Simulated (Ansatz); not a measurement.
# linear In chain: period, moment and channels by functional, part 3 of 3

Aim: how far do the period, the moment and the conductance of the linear In chain depend on the functional, the datasets and spin-orbit coupling, and at what cost?

Ansatz 0.2.0; DFT PBE, plane waves, PAW; relaxation of a chain's period (the session's first sound run).

So far, conductance of the lead as this run defines it (G₀): 3.00 in steps 3, 5 and 7.

### 9. The wire at its relaxed period, level LDA, cutoff 420 eV

This step: DFT LDA, plane waves, PAW; channels and complex bands of a perfect chain (Ansatz 0.2.0).

The channels are counted again under LDA, at the period that it gave.

The input, input.yaml:

```yaml
crystal:
  lattice:
    - [7.5, 0.0, 0.0]
    - [0.0, 7.5, 0.0]
    - [0.0, 0.0, 2.6834717773]
  atoms:
    - { symbol: In, position: [0.5, 0.5, 0.0] }
kpoints:
  mp_grid: { grid: [1, 1, 30] }
  band_path: { path: ["Γ", Z], npoints: 60 }
scf:
  occupations: { method: fermi_dirac, width: 0.05 }
hamiltonian:
  xc: lda
output:
  transmission:
    e_range: [-2, 2]
    de: 0.035
    kmesh: [1, 1]
    reduced_basis: true
    leads: [[0, 0]]
  dos: { projected: true, e_range: [-6, 4] }
```

Command:

```console
$ ansatz run input.yaml --threads 4 --pin off --max-ram 8192MiB --backend cpu --events-out ev --progress --plain --runs-dir out
```

Numbers of over 12 decimals in the logs are rounded to 6 here.

Output:

```text
[...]
Crystal: 1 atoms, lattice volume = 150.945 Å³
Basis set: ecut = 420 eV, 3017 PW (Γ)
Bands: 11, of which v1, the nominal top of the filled ones, is band 7 counted from 1 (6 counted from 0)
Symmetry: 16 space group operations
[...]
k-points: 16 of 30
[...]
k-point 15: bands = [... 3 lower, -16.0867, -15.5165, -2.7348, -2.2763, 2.8704, 2.8704, 5.5523, 5.5523]
--- Transmission ---
  basis      : 497 plane waves across, 4 finite elements along
  points     : 1, standing for a mesh of 1 x 1
[...]
crystal 0  : In1, at the sites [0, 0], period 2.6835 Å: whole cells are its period
[...]
filled         : 16.5 meV under the level at which it is neutral
    channels       : 3.000000e0 a spin
[...]
[key lines of the parts left out:]
SCF converged after 7 iterations
Free energy (F): -5455.576430 eV
Fermi energy:    -1.472005 eV
```

Wall time 18 s (4 threads of Arm Neoverse V2, shared host); peak memory 0.47 GiB.

Table of open channels of the lead, one spin by energy, zero at the Fermi level:

| energy (eV) | open channels of the lead, one spin |
| --- | --- |
| -2.000 | 1 |
| -1.510 | 1 |
| -0.985 | 0 |
| -0.495 | 1 |
| -0.005 | 3 |
| 0.485 | 3 |
| 1.010 | 3 |
| 1.500 | 3 |

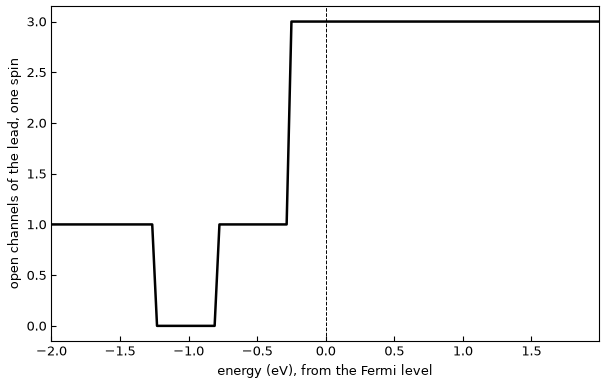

Open channels of the lead, one spin, plotted against energy.

At the computed energy nearest the Fermi level there are 3 channels a spin, and the thermal average gives 3.00 G₀.

### 10. Side by side

Times are for 4 threads of Arm Neoverse V2, shared host. Results by setting:

| no. | level | conductance of the lead as this run defines it (G₀) | time | memory (GiB) |
| --- | --- | --- | --- | --- |
| 1 | PBE | 2.999 | 13 s | 0.41 |
| 2 | r2SCAN | 3.000 | 17 s | 0.71 |
| 3 | PBEsol | 2.999 | 14 s | 0.41 |
| 4 | LDA | 3.000 | 18 s | 0.47 |

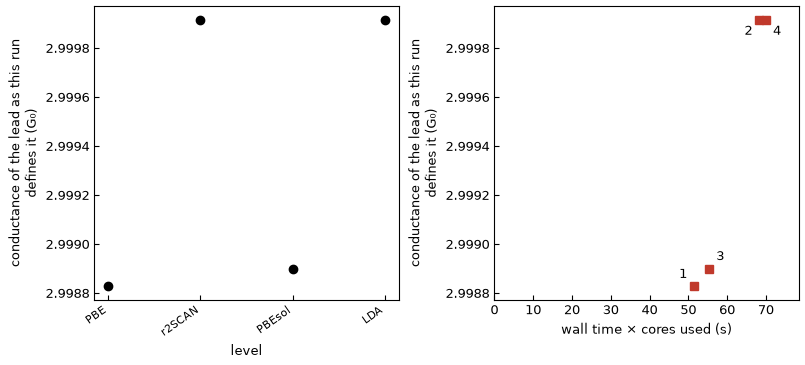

The series as plots; the last panel sets the first result against cost, with the runs numbered as in the table.

### 11. Relaxing the period, cutoff 952.399 eV

This step: DFT PBE, plane waves, norm-conserving; relaxation of a chain's period (Ansatz 0.2.0).

The same functional on other atomic datasets tests how far the result hangs on the treatment of the cores. Against the first PBE run of this kind, the cutoff is 952.399 eV against 420.

The input, input.yaml:

```yaml
crystal:
  lattice:
    - [7.5, 0.0, 0.0]
    - [0.0, 7.5, 0.0]
    - [0.0, 0.0, 2.6412]
  atoms:
    - { symbol: In, position: [0.5, 0.5, 0.0], spin: 0.5 }
magnetization:
  spin_polarized: true
kpoints:
  mp_grid: { grid: [1, 1, 31] }
scf:
  occupations: { method: fermi_dirac, width: 0.05 }
hamiltonian:
  xc: pbe
  pseudopotentials: { kind: nc }
relax:
  cell: { fix: [a, b, alpha, beta, gamma] }
  max_steps: 60
```

Output:

```text
[...]
Crystal: 1 atoms, lattice volume = 148.567 Å³
Basis set: ecut = 952.398519 eV, 9921 PW (Γ), exchange–correlation on 160×160×54 points (8 copies of the dense FFT grid, shifted against one another)
Bands: 11, of which v1, the nominal top of the filled ones, is band 7 counted from 1 (6 counted from 0)
Symmetry: 16 space group operations
[...]
0.167674       0.000000       0.000000
        0.000000       0.167674       0.000000
        0.000000       0.000000       0.031086
  P = ⅓ Tr σ = 0.1221 GPa (1.221 kbar)
--- Relaxed structure (6 steps of the walk, 6 accepted, 2 SCFs on fresh bases) ---
[...]
cell:  # Å, volume = 162.4817 Å³
    - [7.5, 0.0, 0.0]
    - [0.0, 7.5, 0.0]
    - [0.0, 0.0, 2.888564]
  atoms:
    - { symbol: In, position: [0.5, 0.5, 0.0] }
[key lines of the parts left out:]
SCF converged after 5 iterations
Magnetization: -0.0004 μB (6.4998 up, 6.5002 down)
Free energy (F): -1806.417355 eV
Fermi energy:    -1.100671 eV
```

It took 52 s on 4 threads; peak memory 0.66 GiB; 1.9 min of CPU time.

The cell's length comes to 2.889 Å, -0.1 % against the first run, with no moment.

### 12. The relaxed wire

This step: DFT PBE, plane waves, PAW; relaxation of a chain's period (Ansatz 0.2.0).

No moment formed, so a run without spin should agree; this checks it and saves time.

input.yaml, the sections that differ from step 11:

```yaml
crystal:
  lattice:
    - [7.5, 0.0, 0.0]
    - [0.0, 7.5, 0.0]
    - [0.0, 0.0, 2.6412]
  atoms:
    - { symbol: In, position: [0.5, 0.5, 0.0] }
hamiltonian:
  xc: pbe
# kpoints, scf, relax: as in step 11
# magnetization: removed
```

Output:

```text
[...]
Crystal: 1 atoms, lattice volume = 148.567 Å³
Basis set: ecut = 420 eV, 2929 PW (Γ), exchange–correlation on 108×108×36 points (8 copies of the dense FFT grid, shifted against one another)
Bands: 11, of which v1, the nominal top of the filled ones, is band 7 counted from 1 (6 counted from 0)
Symmetry: 16 space group operations
[...]
k-points: 16 of 31
[...]
--- Stress (GPa, compression-positive) ---
        0.166979       0.000000       0.000000
        0.000000       0.166979       0.000000
        0.000000       0.000000      -0.023530
  P = ⅓ Tr σ = 0.1035 GPa (1.035 kbar)
--- Relaxed structure (5 steps of the walk, 5 accepted, 1 SCFs on fresh bases) ---
[...]
cell:  # Å, volume = 162.6913 Å³
    - [7.5, 0.0, 0.0]
    - [0.0, 7.5, 0.0]
    - [0.0, 0.0, 2.892290]
  atoms:
    - { symbol: In, position: [0.5, 0.5, 0.0] }
[key lines of the parts left out:]
SCF converged after 6 iterations
Free energy (F): -5596.613859 eV
Fermi energy:    -1.149509 eV
```

Wall time 7 s (4 threads); peak memory 0.37 GiB.

The cell's length comes to 2.892 Å, +0.0 % against the first run, with spin left out.

### 13. The series together

Times are for 4 threads of Arm Neoverse V2, shared host. The series side by side:

| no. | level | cell length along the wire (Å) | absolute moment (μB) | time | memory (GiB) |
| --- | --- | --- | --- | --- | --- |
| 1 | PBE | 2.892 | 0 | 17 s | 0.39 |
| 2 | r2SCAN | 2.729 | 0.001485 | 34 s | 0.71 |
| 3 | PBEsol | 2.835 | 0 | 21 s | 0.39 |
| 4 | LDA | 2.683 | 0 | 8.4 s | 0.36 |
| 5 | PBE, NC files | 2.889 | 0 | 52 s | 0.66 |
| 6 | PBE, no spin | 2.892 | 0 | 7 s | 0.37 |

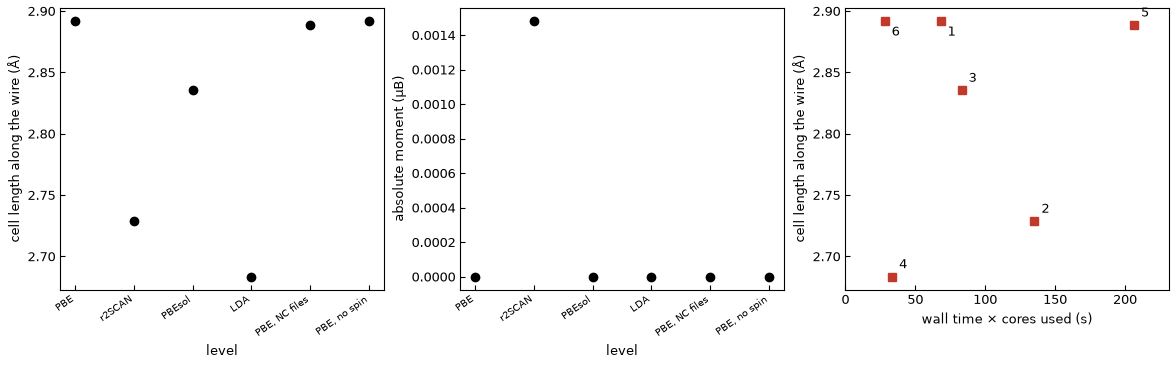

The series as plots; the last panel sets the first result against cost, with the runs numbered as in the table.

### 14. With spin-orbit coupling

This step: DFT PBE, plane waves, fully relativistic PAW; channels of a perfect chain with spin-orbit coupling (Ansatz 0.2.0).

Spin-orbit coupling mixes the spins and splits bands that cross or touch without it, so it can open or close channels. Fully relativistic datasets take the place of the scalar ones. The window is narrow, since spinor matrices are twice as large.

The input, input.yaml:

```yaml
crystal:
  lattice:
    - [7.5, 0.0, 0.0]
    - [0.0, 7.5, 0.0]
    - [0.0, 0.0, 2.8922721734]
  atoms:
    - { symbol: In, position: [0.5, 0.5, 0.0] }
kpoints:
  mp_grid: { grid: [1, 1, 28] }
  band_path: { path: ["Γ", Z], npoints: 60 }
scf:
  occupations: { method: fermi_dirac, width: 0.05 }
hamiltonian:
  xc: pbe
  pseudopotentials: { kind: paw_fr }
output:
  transmission:
    e_range: [-0.42, 0.42]
    de: 0.035
    kmesh: [1, 1]
    reduced_basis: false
    leads: [[0, 0]]
magnetization:
  noncollinear: true
  spin_orbit: true
```

Output:

```text
[...]
non-collinear run that drives no moment, with spin-orbit: no starting moment large enough to seed its density (crystal.atoms[].spin), no starting occupations that ask for one, no magnetisation constraint and no magnetic field, so the semilocal B_xc is pinned to zero
Crystal: 1 atoms, lattice volume = 162.690 Å³
Basis set: ecut = 420 eV, 3185 PW (Γ)
Bands: 22, of which v1, the nominal top of the filled ones, is band 13 counted from 1 (12 counted from 0)
Symmetry: 16 space group operations + 16 with time reversal
[...]
k-points: 15 of 28
Projection manifold: j_resolved (fully-relativistic pseudo-atomic orbitals)
[...]
SCF iter   1: F=—  HF=-5598.595016 eV  |F-HF|=—  |Δ(HF+E_count)|=         —  Δρ=7.53e-3  dr2=1.98e-1  dr2_m=0.00e0 (ungated)  ethr=1.49e-3  |M|=0.00e0 ∫|m|=0.00e0 μB  |m|>n=0.0e0 m-floor=0.0e0 τ_xc=0.0e0  β_m=1.00  ⟨swp⟩=1.3  Hψ=1462  notcnv=0
[...]
spin=Noncollinear: LDOS preconditioning applied to the charge; magnetization (m_x, m_y, m_z) channels mix plain (no charge-response kernel on spin).
SCF iter   2: F=—  HF=-5598.508266 eV  |F-HF|=—  |Δ(HF+E_count)|=   8.67e-2  Δρ=3.52e-3  dr2=1.52e-2  dr2_m=0.00e0 (ungated)  ethr=1.49e-3  |M|=0.00e0 ∫|m|=0.00e0 μB  |m|>n=0.0e0 m-floor=0.0e0 τ_xc=0.0e0  β_m=1.00  ⟨swp⟩=2.6  Hψ=270  notcnv=0
[...]
SCF iter   8: F=-5598.534690 eV  HF=-5598.534690 eV  |F-HF|=6.85e-9  |Δ(HF+E_count)|=   1.68e-7  Δρ=1.52e-6  dr2=2.75e-9  dr2_m=0.00e0 (ungated)  ethr=7.69e-10  |M|=0.00e0 ∫|m|=0.00e0 μB  |m|>n=0.0e0 m-floor=0.0e0 τ_xc=0.0e0  ⟨swp⟩=4.6  Hψ=585  notcnv=0
SCF 1 converged in 8 iterations: F = -5598.534690 eV  dr2 = 2.75e-9
[...]
transmission: 4 of 4 steps passed
SCF converged after 8 iterations
Magnetization: |M| = 0.0000 μB,  M = (+0.0000, +0.0000, +0.0000) μB
Absolute magnetization: 0.0000 μB (∫|m|)
  site 0: m = (+0.0000, +0.0000, +0.0000) μB, |m| = 0.0000 μB  (R = 1.19 Å)
Free energy (F): -5598.534690 eV
[...]
Internal energy: -5598.511885 eV  (E = F + TS)
E sigma→0 (E₀):  -5598.523287 eV
Entropy (-TS):   -0.022805 eV (-22.805 meV/atom)
Fermi energy:    -1.131912 eV
[...]
--- Band table (eV; the first three rows and the last of 15) ---
  k-point 0: bands = [... 9 lower, -15.4891, -7.5742, -7.5742, -1.4395, -1.4395, -1.2299, -1.2299, 1.2297, ... 5 higher]
  k-point 1: bands = [... 9 lower, -15.4934, -7.5519, -7.5519, -1.4130, -1.4130, -1.2033, -1.2033, 1.2520, ... 5 higher]
  k-point 2: bands = [... 9 lower, -15.5059, -7.4847, -7.4847, -1.3338, -1.3338, -1.1236, -1.1236, 1.3192, ... 5 higher]
  k-point 14: bands = [... 9 lower, -15.3980, -2.9225, -2.9225, -2.4684, -2.4684, 2.2712, 2.2712, 2.5664, ... 5 higher]
--- Transmission ---
  basis      : 497 plane waves across, 4 finite elements along
  points     : 1, standing for a mesh of 1 x 1
[...]
crystal 0  : In1, at the sites [0, 0], period 2.8923 Å: whole cells are its period
[...]
filled         : 13.1 meV over the level at which it is neutral
    channels       : 6.000000e0 of both spins
[...]
```

Wall time 6.4 min (4 threads); peak memory 4.9 GiB; 17 min of CPU time.

Numbers from this step:

```yaml
energy_at_zero_smearing: -5598.5233 eV
conductance_of_the_lead_as_this_run_defines_it: 2.978 G₀
channels_at_the_energy_nearest_the_fermi_level_both_spins: 6
```

The open channels of the lead, both spins by energy, zero at the Fermi level:

| energy (eV) | open channels of the lead, both spins |
| --- | --- |
| -0.420 | 2 |
| -0.315 | 2 |
| -0.245 | 4 |
| -0.140 | 4 |
| -0.035 | 6 |
| 0.000 | 6 |
| 0.035 | 6 |
| 0.140 | 6 |
| 0.245 | 6 |
| 0.315 | 6 |
| 0.420 | 6 |

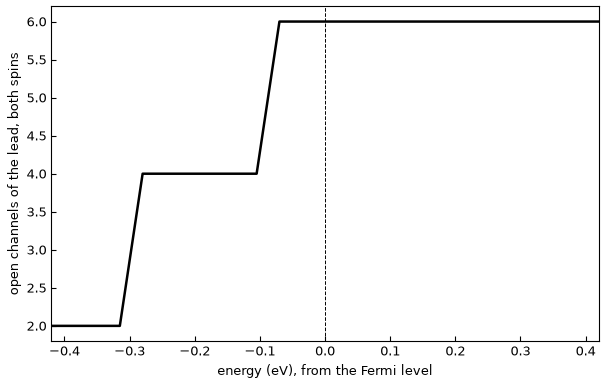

Open channels of the lead, both spins against energy.

The slowest values at each energy, most degenerate partners merged, listed up to 1.5 1/Å. Im kz of the slowest decaying states against energy, zero at the Fermi level:

| energy (eV) | decay 1 (Å⁻¹) | decay 2 (Å⁻¹) | decay 3 (Å⁻¹) | decay 4 (Å⁻¹) |
| --- | --- | --- | --- | --- |
| -0.385 | 0.132 | 0.253 | 0.862 | 1.04 |
| -0.315 | 0.0408 | 0.221 | 0.851 | 1.03 |
| -0.210 | 0.159 | 0.834 | 1.02 | 1.19 |
| -0.105 | 0.0395 | 0.817 | 1.01 | 1.18 |
| 0.000 | 0.799 | 0.992 | 1.17 | 1.17 |
| 0.105 | 0.781 | 0.978 | 1.16 | 1.16 |
| 0.210 | 0.762 | 0.963 | 1.15 | 1.15 |
| 0.315 | 0.743 | 0.948 | 1.14 | 1.14 |
| 0.385 | 0.731 | 0.938 | 1.13 | 1.14 |

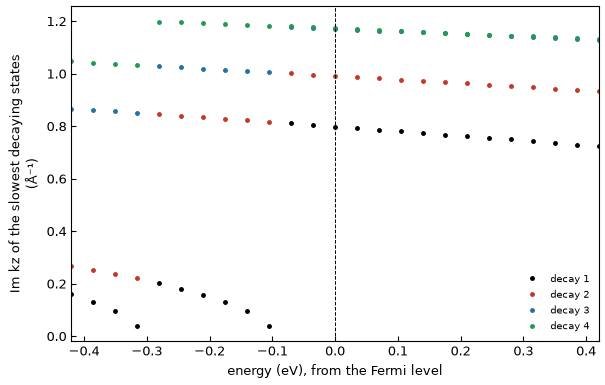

Im kz of the slowest decaying states against energy.

The electronic bands at the labelled points (eV, zero at the Fermi level):

| point | band 11 | band 12 | band 13 | band 14 | band 15 | band 16 | band 17 | band 18 |
| --- | --- | --- | --- | --- | --- | --- | --- | --- |
| Γ | -6.44 | -6.44 | -0.31 | -0.31 | -0.10 | -0.10 | 2.36 | 2.36 |
| Z | -1.79 | -1.79 | -1.34 | -1.34 | 3.40 | 3.40 | 3.70 | 3.70 |

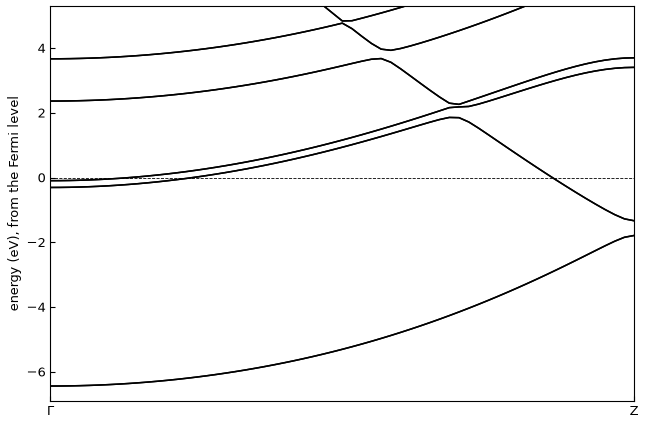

Electronic bands along the path.

At the computed energy nearest the Fermi level there are 6 spinor channels, and the thermal average gives 2.98 G₀.

### 15. A varied input: basis.xc_grid = 2

This step: DFT PBE, plane waves, PAW; channels and complex bands of a perfect chain; changed: basis.xc_grid = 2 (Ansatz 0.2.0).

The atoms of the run on the perfect lead (PBE) are kept and the input is varied, to see whether the result depends on it. The ELF is not written this time.

input.yaml, the sections that differ from step 14:

```yaml
hamiltonian:
  xc: pbe
output:
  transmission:
    e_range: [-2, 2]
    de: 0.035
    kmesh: [1, 1]
    reduced_basis: true
    leads: [[0, 0]]
  dos: { projected: true, e_range: [-6, 4] }
  write_potential: true
  write_density: true
  volumetric_format: npy
basis:
  xc_grid: 2
# crystal, kpoints, scf: as in step 14
# magnetization: removed
```

Output:

```text
[...]
Crystal: 1 atoms, lattice volume = 162.690 Å³
Basis set: ecut = 420 eV, 3185 PW (Γ), exchange–correlation on 108×108×40 points (8 copies of the dense FFT grid, shifted against one another)
Bands: 11, of which v1, the nominal top of the filled ones, is band 7 counted from 1 (6 counted from 0)
Symmetry: 16 space group operations
[...]
k-points: 15 of 28
[...]
SCF iter   1: F=—  HF=-5596.608077 eV  |F-HF|=—  |Δ(HF+E_count)|=         —  Δρ=9.51e-4  dr2=6.09e-3  ethr=1.77e-3  ⟨swp⟩=5.8  Hψ=1062  notcnv=0
[...]
SCF iter   6: F=-5596.606495 eV  HF=-5596.606494 eV  |F-HF|=4.50e-8  |Δ(HF+E_count)|=   8.46e-7  Δρ=4.20e-6  dr2=2.02e-8  ethr=7.69e-10  ⟨swp⟩=5.4  Hψ=690  notcnv=0
SCF 1 converged in 6 iterations: F = -5596.606495 eV  dr2 = 2.02e-8
[...]
transmission: 4 of 24 steps passed
transmission: 8 of 24 steps passed
[...]
transmission: 24 of 24 steps passed
[...]
SCF converged after 6 iterations
Free energy (F): -5596.606495 eV
[...]
Internal energy: -5596.583720 eV  (E = F + TS)
E sigma→0 (E₀):  -5596.595107 eV
Entropy (-TS):   -0.022774 eV (-22.774 meV/atom)
Fermi energy:    -1.149254 eV
[...]
--- Band table (eV; the first three rows and the last of 15) ---
  k-point 0: bands = [... 3 lower, -15.8356, -15.8356, -7.5985, -1.3412, -1.3412, 1.2278, 2.5332, 4.1693]
  k-point 1: bands = [... 3 lower, -15.8404, -15.8404, -7.5762, -1.3146, -1.3146, 1.2502, 2.5557, 4.1912]
  k-point 2: bands = [... 3 lower, -15.8546, -15.8546, -7.5089, -1.2352, -1.2352, 1.3173, 2.6231, 4.2568]
  k-point 14: bands = [... 3 lower, -16.0335, -15.6272, -2.9464, -2.4716, 2.4107, 2.4107, 5.0941, 5.0941]
--- Transmission ---
  basis      : 497 plane waves across, 4 finite elements along
  points     : 1, standing for a mesh of 1 x 1
[...]
crystal 0  : In1, at the sites [0, 0], period 2.8923 Å: whole cells are its period
[...]
filled         : 18.4 meV over the level at which it is neutral
    channels       : 3.000000e0 a spin
[...]
```

It took 12 s on 4 threads; peak memory 0.43 GiB.

This step gave:

```
energy at zero smearing                        : -5596.5951 eV
conductance of the lead as this run defines it : 2.999 G₀
```

The open channels of the lead, one spin by energy, zero at the Fermi level:

| energy (eV) | open channels of the lead, one spin |
| --- | --- |
| -2.0000 | 1 |
| -1.7550 | 0 |
| -1.5100 | 0 |
| -1.2650 | 1 |
| -0.9850 | 1 |
| -0.7400 | 1 |
| -0.4950 | 1 |
| -0.2500 | 1 |
| -0.0050 | 3 |
| 0.2400 | 3 |
| 0.4850 | 3 |
| 0.7650 | 3 |
| 1.0100 | 3 |
| 1.2550 | 3 |
| 1.5000 | 3 |
| 1.7450 | 3 |

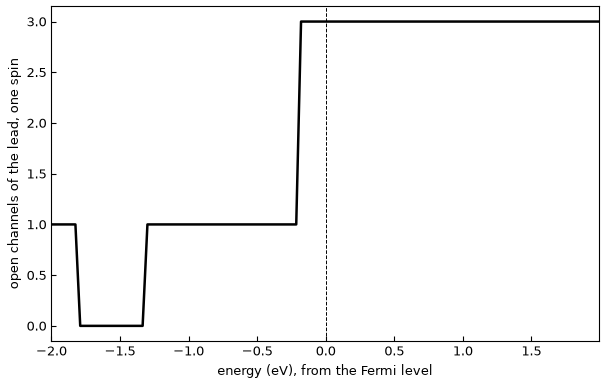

Open channels of the lead, one spin against energy.

It took 12 s against 13 s for the run it varies, and the conductance is 3.00 G₀ against 3.00 G₀.

The channels at the energy nearest the Fermi level, one spin and conductance of the lead as this run defines it stay within 0.2 % plus 0.001 of the run it varies.

### 16. Outcome

```json
{
 "cell length, PBE": "2.892 Å",
 "cell length, r2SCAN": "2.729 Å",
 "cell length, PBEsol": "2.835 Å",
 "cell length, LDA": "2.683 Å",
 "cell length, PBE, NC files": "2.889 Å",
 "cell length, PBE, no spin": "2.892 Å",
 "conductance, PBE": "3.00 G₀",
 "conductance, r2SCAN": "3.00 G₀",
 "conductance, PBEsol": "3.00 G₀",
 "conductance, LDA": "3.00 G₀",
 "conductance, with spin-orbit coupling": "2.98 G₀"
}
```

**Reading.** Under PBE the cell's length is 2.89 Å, no moment survives, and it is a metal with 3 channels a spin next to the Fermi level, 3.00 G₀ at 300 K. The cell's length spans 7.8 % over the functionals, shortest under LDA and longest under PBE. A perfect wire passes every open channel, so the conductance counts half a G₀ for each forward-moving state at the Fermi level, spin by spin. Transport is coherent and elastic here: the atoms are frozen, so scattering by vibrations plays no part. The lead's cell of one atom keeps the chain straight and evenly spaced; a zigzag or dimerised form may lie lower.

[Logs are printed without paths, hosts, clocks, repeated set-up lines and the standing remarks that a program may print on its own settings, such as how far it seeks lower states.]

[Hosts, paths, dates, database ids (printed as entryN), source tags and the programs' standing remarks are cut or masked in the printed files.]
